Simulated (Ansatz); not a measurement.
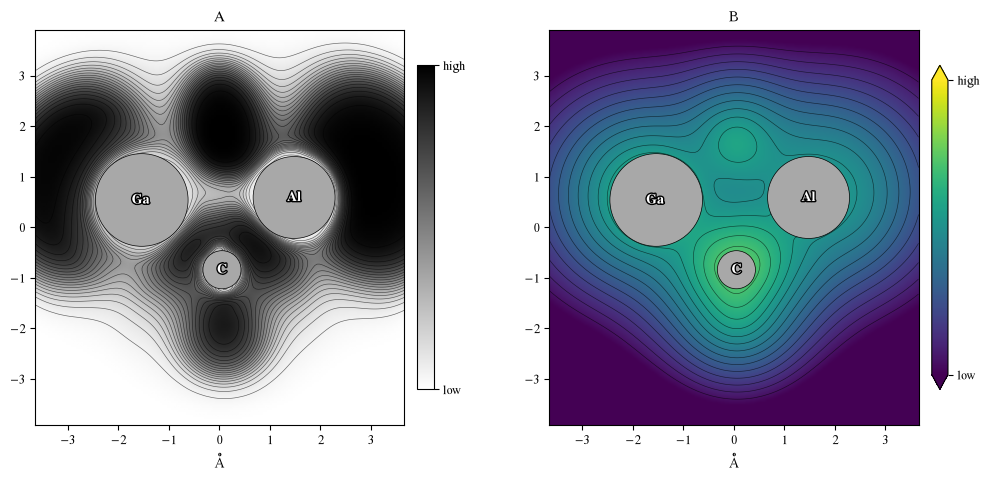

CH$_{3}$AlGa (charge −1): 2 fields on the plane of atoms Al2, C1 and Ga3, with unlabelled colour scales. Grey discs cover the atomic cores.

Geometry: BLYP-D3(BJ)/def2-SVPD.

The calculation used isolated molecule in a Gaussian basis; Kohn-Sham density functional theory, functional PBE0 in Ansatz.

### Which field does each panel show? The fields are: electron density and electron localisation function.

Panel A: electron localisation function. Panel B: electron density. From the grid: C–Al (2.02 Å): the density is about 0.61 e/Å³ at the midpoint; the ELF peaks at about 0.95 between the atoms: a polar covalent bond. C–Ga (2.10 Å): ρ is about 0.58 e/Å³ halfway; the ELF peaks at about 0.85 in the valence shell of C, 0.7 Å from its nucleus, and is about 0.50 at the midpoint.
